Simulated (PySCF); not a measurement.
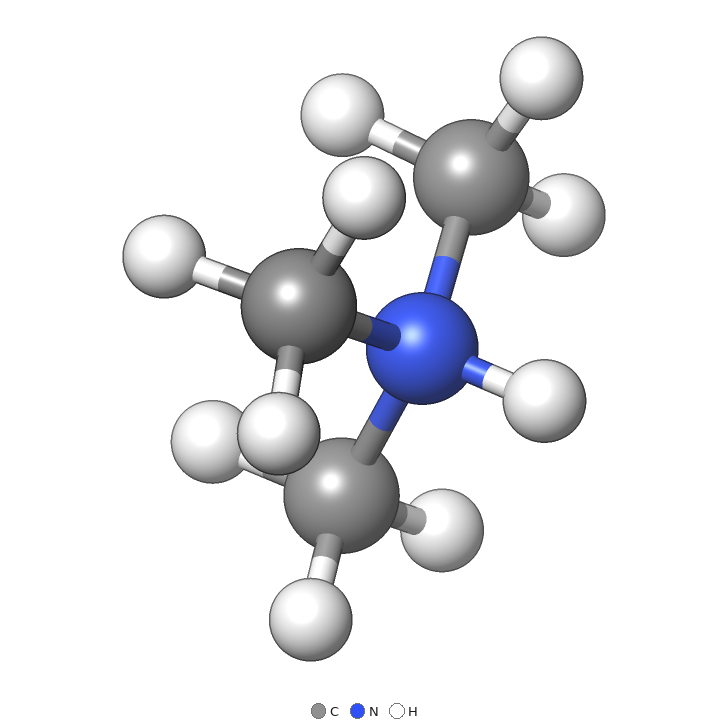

Every bond is drawn as one stick, whatever its order.

The species has charge +1 and is a spin singlet.

Question: Count the atoms of each element.

Answer: C3H10N(+), 14 atoms: 3 carbon, 10 hydrogen and 1 nitrogen.

Question: Count the bonded pairs by element.

Answer: 9 C–H, 3 C–N, 1 N–H.

Question: Describe its rings.

Answer: It has no ring.

Question: Give a SMILES string for it.

Answer: C[NH+](C)C

The parts below concern this one geometry. Atoms keep their numbers from picture to picture. The geometry was computed by an optimisation with PBE0-D3(BJ)/def2-SVP. No frequency run is at hand to confirm it as a minimum.

Quadrupole coupling

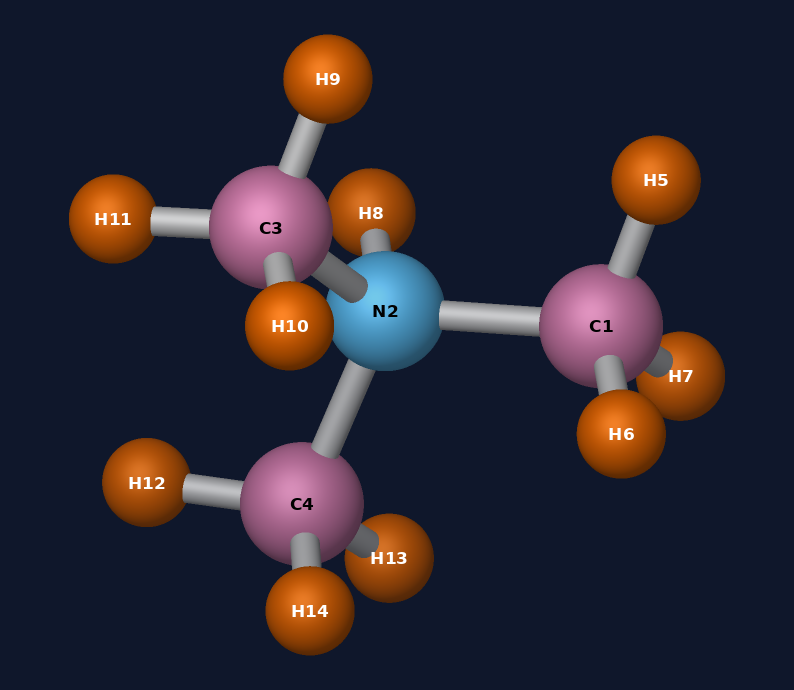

No frequency run is at hand to confirm it as a minimum. Electric field gradients from the ground-state density, PBE0/pcJ-1 (PySCF 2.14.0), non-relativistic apart from any core potentials.

Give the largest field-gradient component, the quadrupole coupling constant and the asymmetry for 14N at N2 (Q = 20.44 mb).

```tsv
atom	V_zz (a.u.)	e²qQ/h (MHz)	η
N2	−0.056	−0.267	0.00
```

Spin–spin coupling

No frequency run is at hand to confirm it as a minimum. Method: CAM-B3LYP/pcJ-1 indirect spin-spin coupling, non-relativistic, gas phase (PySCF 2.14.0). Isotopes: 13C, 1H, 15N.

Give the spin–spin coupling constants of these pairs, with the number of bonds between them: C1/N2, N2/C4, N2/H8, N2/C3.

```
  pair  bonds apart  J (Hz)
C1, N2            1    −5.6
N2, C4            1    −5.6
N2, H8            1   −77.5
N2, C3            1    −5.6
```

Electronic properties

No frequency run is at hand to confirm it as a minimum. Level of theory: PBE0/pcJ-1, gas phase (PySCF 2.14.0).

Predict the main results.

- HOMO energy (Kohn–Sham orbital): −16.28 eV
- LUMO energy (Kohn–Sham orbital): −4.32 eV
- HOMO–LUMO gap: 11.96 eV
